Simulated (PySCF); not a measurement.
# WON: relaxation and vibrations of the doublet

Aim: relax WON as a doublet from a bent start, check by its vibrations whether the end is a minimum, and collect its spectrum and constants.

The runs use PySCF 2.14.0; PBE0, basis W def2-TZVP with ECP60, O def2-TZVP, N def2-TZVP, scalar-relativistic core potentials, no spin–orbit coupling, density fitting.

## 1. The system as given

3 atoms, charge 0, spin multiplicity 2.

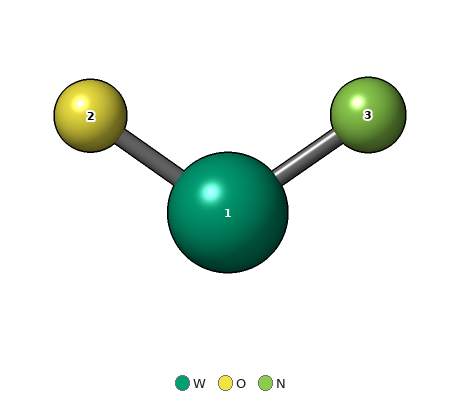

Start geometry, drawn with tungsten teal, oxygen yellow, nitrogen green; atoms are numbered from 1 in the order of the file.

```xyz
3
charge 0 multiplicity 2
W     0.0000    0.0000    0.0000
O    -1.4499    0.0000    1.0152
N     1.4745    0.0000    1.0324
```

## 2. First SCF at the start

One driver script runs all steps and calls PySCF; scf.py shows how it sets up the SCF of each step. The optimiser is the driver's own. After this first run the driver tries any further starts and a stability analysis.

scf.py reads:

```python
from pyscf import gto, scf, dft
mol = gto.M(atom='''
W      0.000000     0.000000     0.000000
O     -1.449900     0.000000     1.015200
N      1.474500     0.000000     1.032400''',
    basis={'W': 'def2-TZVP', 'O': 'def2-TZVP', 'N': 'def2-TZVP'},
    ecp={'W': 'def2-TZVP'},
    charge=0, spin=1)
mf = dft.UKS(mol, xc='PBE0')
mf.grids.atom_grid = (50, 194)
aux = {'W': 'def2-universal-JKFIT', 'O': 'def2-universal-JKFIT', 'N': 'def2-universal-JKFIT'}
mf = mf.density_fit(auxbasis=aux)
mf.conv_tol = 1e-08
mf.diis_space = 10
mf.max_cycle = 60
mf.init_guess = 'minao'
mf.verbose = 4
mf.kernel()
```

The run is started by

```
OMP_NUM_THREADS=4 python axn.py task.json out
```

Log:

```text
init E= -177.275328167276
[... the frontier-level lines of each cycle are left out ...]
cycle= 1 E= -196.192656976763  delta_E= -18.9  |g|= 1.25  |ddm|= 5.81
cycle= 2 E= -184.291738467593  delta_E= 11.9  |g|= 4.39  |ddm|=  3.9
cycle= 3 E= -196.817131616812  delta_E= -12.5  |g|= 0.412  |ddm|= 3.48
cycle= 4 E= -196.390672308136  delta_E= 0.426  |g|= 1.08  |ddm|= 0.763
cycle= 5 E= -196.8884437988  delta_E= -0.498  |g|= 0.159  |ddm|= 0.538
cycle= 6 E= -196.895404687374  delta_E= -0.00696  |g|= 0.104  |ddm|= 0.0612
cycle= 7 E= -196.899754032035  delta_E= -0.00435  |g|= 0.0232  |ddm|= 0.0476
cycle= 8 E= -196.90025849528  delta_E= -0.000504  |g|= 0.00596  |ddm|= 0.0314
cycle= 9 E= -196.900423655465  delta_E= -0.000165  |g|= 0.00504  |ddm|= 0.0178
cycle= 10 E= -196.900766736473  delta_E= -0.000343  |g|= 0.00398  |ddm|= 0.0463
cycle= 11 E= -196.900974244798  delta_E= -0.000208  |g|= 0.00398  |ddm|= 0.0498
cycle= 12 E= -196.90101248137  delta_E= -3.82e-05  |g|= 0.00175  |ddm|= 0.0158
cycle= 13 E= -196.90102513803  delta_E= -1.27e-05  |g|= 0.000982  |ddm|= 0.00856
cycle= 14 E= -196.901030240877  delta_E= -5.1e-06  |g|= 0.000493  |ddm|= 0.00662
cycle= 15 E= -196.901031542136  delta_E= -1.3e-06  |g|= 0.000211  |ddm|= 0.00341
cycle= 16 E= -196.901031786308  delta_E= -2.44e-07  |g|= 0.000156  |ddm|= 0.00163
cycle= 17 E= -196.901031839057  delta_E= -5.27e-08  |g|= 4.11e-05  |ddm|= 0.000634
cycle= 18 E= -196.901031846526  delta_E= -7.47e-09  |g|= 2.57e-05  |ddm|= 0.000381
Extra cycle  E= -196.901031844446  delta_E= 2.08e-09  |g|= 8.61e-05  |ddm|= 7.26e-05
converged SCF energy = -196.901031844446  <S^2> = 0.90536655  2S+1 = 2.1497596
```

This step, with its further starts and checks, took 14 s on 4 threads of Arm Neoverse N1, shared host.

The starts that the driver tried:

```
                      start  energy (Eh)
    the minimal-basis guess  -196.901032
a thermally smeared density  -196.901032
      a smeared PBE density  -196.901032
```

No lower solution of this spin turned up from the other starts or in the test of internal stability.

## 3. Relaxation: bent start, doublet

The program finds Cs symmetry in the start, which this walk keeps.

Changes to scf.py since step 2:

```diff
@@ -3,3 +3,3 @@
-W      0.000000     0.000000     0.000000
-O     -1.449900     0.000000     1.015200
-N      1.474500     0.000000     1.032400''',
+W      0.011888     0.000000    -0.143468
+O     -1.438012     0.000000     0.871732
+N      1.486388     0.000000     0.888932''',
@@ -16 +15,0 @@
-mf.init_guess = 'minao'
```

Steps of the walk:

```
step  energy (Eh)  change (kJ/mol)  largest symmetric gradient (Eh/bohr)
   0  -196.901032             0.00                               0.08309
   1  -196.918308           -45.36                               0.02822
   2  -196.919083           -47.39                               0.01670
   3  -196.919565           -48.66                               0.00104
   4  -196.919568           -48.67                               0.00041
   5  -196.919568           -48.67                               0.00006
```

The walk took 14 s.

Geometry (Å) and forces (eV/Å) at some steps:

```
step 0
W    0.012   0.000  -0.143   1.480   0.000   3.921
O   -1.438   0.000   0.872   2.792   0.000  -1.437
N    1.486   0.000   0.889  -4.272   0.000  -2.484
step 1
W    0.029   0.000  -0.124   0.588   0.000  -1.451
O   -1.344   0.000   0.868  -0.446   0.000   0.932
N    1.375   0.000   0.873  -0.142   0.000   0.518
step 3
W    0.035   0.000  -0.155  -0.053   0.000  -0.017
O   -1.320   0.000   0.886   0.045   0.000  -0.013
N    1.346   0.000   0.886   0.008   0.000   0.030
step 5
W    0.035   0.000  -0.156  -0.002   0.000  -0.002
O   -1.319   0.000   0.887  -0.001   0.000   0.000
N    1.344   0.000   0.887   0.003   0.000   0.002
```

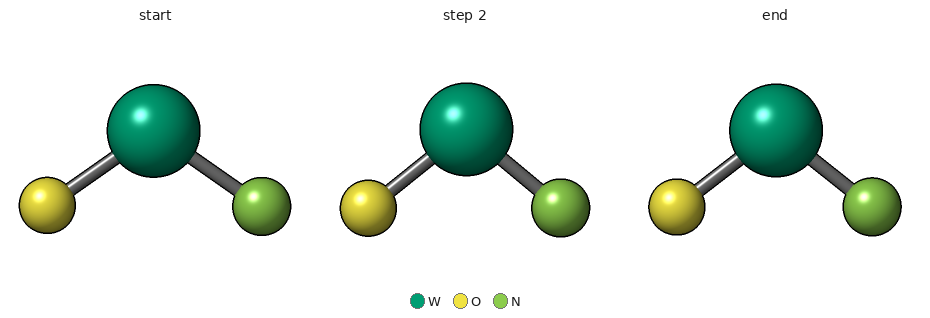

Start and end of the relaxation, with a step between.

End point (Cs, 5 steps, 48.7 kJ/mol gained): W–N 1.675 Å, W–O 1.708 Å; N–W–O 103.8°.

## 4. Hessian and properties

The point is checked on the finer grid, and tightened if its gradient asks for it. The Hessian and the dipole derivatives come from central differences of analytic gradients, with steps of 0.02 bohr.

Changes to scf.py since step 3:

```diff
@@ -3,3 +3,3 @@
-W      0.011888     0.000000    -0.143468
-O     -1.438012     0.000000     0.871732
-N      1.486388     0.000000     0.888932''',
+W      0.015404     0.000000    -0.146041
+O     -1.337946     0.000000     0.896692
+N      1.325526     0.000000     0.897013''',
@@ -10 +10 @@
-mf.grids.atom_grid = (50, 194)
+mf.grids.atom_grid = (75, 302)
@@ -13 +13 @@
-mf.conv_tol = 1e-08
+mf.conv_tol = 1e-10
```

The driver hands on the density of the step before, so the log starts near convergence.

SCF at the final geometry:

```text
init E= -196.919599331646
[... the frontier-level lines of each cycle are left out ...]
cycle= 1 E= -196.919599331647  delta_E= -1.19e-12  |g|= 4.48e-07  |ddm|= 1.41e-06
Extra cycle  E= -196.919599331647  delta_E= -4.55e-13  |g|= 8.74e-07  |ddm|= 1.03e-06
converged SCF energy = -196.919599331647  <S^2> = 0.78125327  2S+1 = 2.0310128
```

The whole step took 52 s.

Geometry: Cs; W–N 1.675 Å, W–O 1.708 Å; N–W–O 103.9°.

Modes, for the most abundant isotopes:

```tsv
symmetry	ω (cm⁻¹)	IR (km/mol)	μ (u)
a'	417	1.0	15.93
a'	980	142	17.20
a'	1106	32.4	15.12
```

Every mode is real; the point is a minimum.

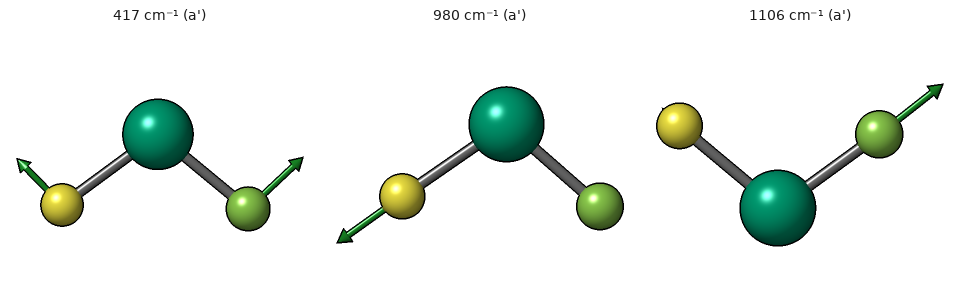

How the atoms move in 3 of the modes.

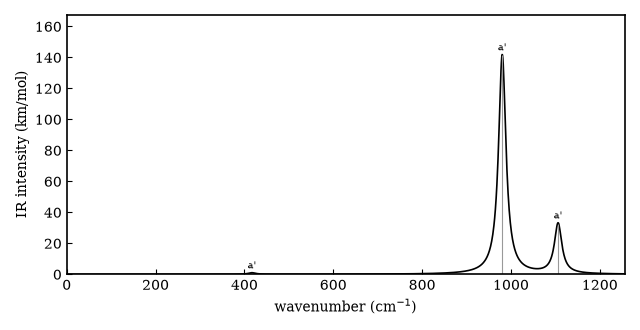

The harmonic infrared spectrum (widths in cm⁻¹). Lines are broadened to a width of 20 cm⁻¹ (Lorentzian).

Properties at this point:

```
Dipole moment                                                   : 5.38 D
Highest occupied level                                          : -7.09 eV
Lowest empty level                                              : -3.70 eV
Rotational constants                                            : 0.6084, 0.3144, 0.2073 cm⁻¹
Zero-point energy                                               : 15.0 kJ/mol
Principal polarisabilities                                      : 51.1, 55.4, 59.0 bohr³
Atomisation energy without zero-point energy                    : 1174 kJ/mol
Principal traceless quadrupole moments about the centre of mass : -7.08, 1.73, 5.35 D Å
Entropy at 298.15 K and 1 bar (electronic part: spin only)      : 283.2 J/(mol K)
Heat capacity Cp at 298.15 K                                    : 42.1 J/(mol K)
Enthalpy at 298.15 K above 0 K                                  : 10.85 kJ/mol
Rotational symmetry number                                      : 1
Spin squared ⟨S²⟩                                               : 0.781
```

Populations by atom (charges in e):

```tsv
atom	Mulliken	Löwdin	polar tensor	spin (Mulliken)	Mayer order to W1
W1	0.83	0.59	1.25	1.34	–
O2	-0.45	-0.28	-0.69	-0.13	2.13
N3	-0.39	-0.32	-0.55	-0.22	2.86
```

Outer orbital energies (eV). α occupied: -19.64, -11.12, -10.76, -10.35, -9.07, -8.69, -7.36, -7.09; empty: -3.40, -2.98, -0.92, -0.27. β occupied: -25.59, -19.90, -11.09, -10.81, -10.45, -9.00, -8.61, -7.36; empty: -3.70, -2.54, -2.25, -0.52.

Mulliken populations on W1 (outside its core potential): s 2.76, p 6.22, d 4.09, f 0.10.

## 5. Summary of results

```
                                          quantity                                   value
                                           minimum                             doublet, Cs
                                          geometry  W–N 1.675 Å, W–O 1.708 Å; N–W–O 103.9°
                                wavenumbers (cm⁻¹)           417 (a'), 980 (a'), 1106 (a')
                                     dipole moment                                  5.38 D
highest occupied, lowest empty level (either spin)                         -7.09, -3.70 eV
                         polar-tensor charge of W1                                 +1.25 e
                                 zero-point energy                             15.0 kJ/mol
                               entropy at 298.15 K                         283.2 J/(mol K)
         atomisation energy (no zero-point energy)                             1174 kJ/mol
                                              ⟨S²⟩                                   0.781
```

In words: The molecule stays Cs, as typed, and the end point is a minimum. In the infrared the band at 980 cm⁻¹ (a', stretch) leads. With 5.4 D the molecule is strongly polar. Most of the spin sits on W1 (Mulliken spin 1.34, against 1 for the whole molecule). Other starts or spin states, not run here, may lie lower. Open d and f shells are described by one determinant, and the ground state may have another occupation or spin. Spin–orbit coupling, left out here, can matter for elements this heavy.

The search up to here took 80 s.
